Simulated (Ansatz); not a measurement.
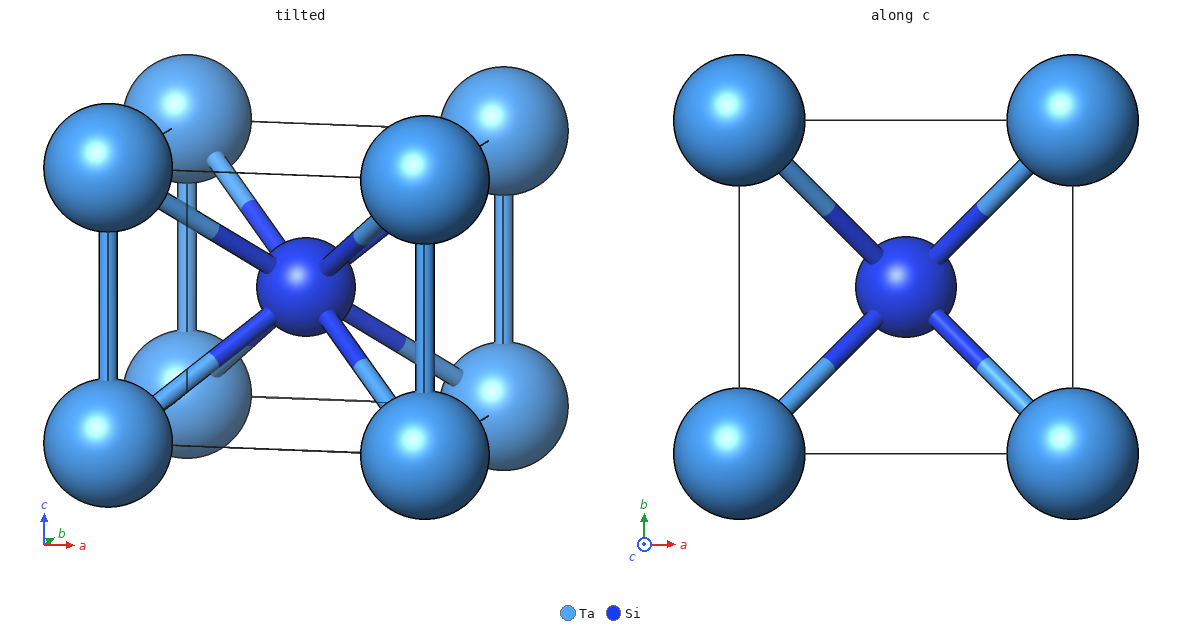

The image is a ball-and-stick drawing of a crystal, viewed slightly off an axis and along the c axis. One conventional unit cell is framed, with atoms on its boundary repeated.

What can be read from this drawing?

Formula: TaSi. The structure has P4/mmm (No. 123) symmetry and a primitive tetragonal lattice. There are 2 atoms in the cell: 1 Ta, 1 Si. Each Ta has eight Si and two Ta. Each Si is bonded to eight Ta in a distorted cubic arrangement. Not all metal-metal contacts are counted. The bonds build a three-dimensional framework.

The cell started as a textbook structure type filled with these elements (whether it is the usual form wasn't checked). The picture shows the end point of a geometry optimisation with DFT PBE, scalar-relativistic, plane waves, PAW (Ansatz 0.2.0).
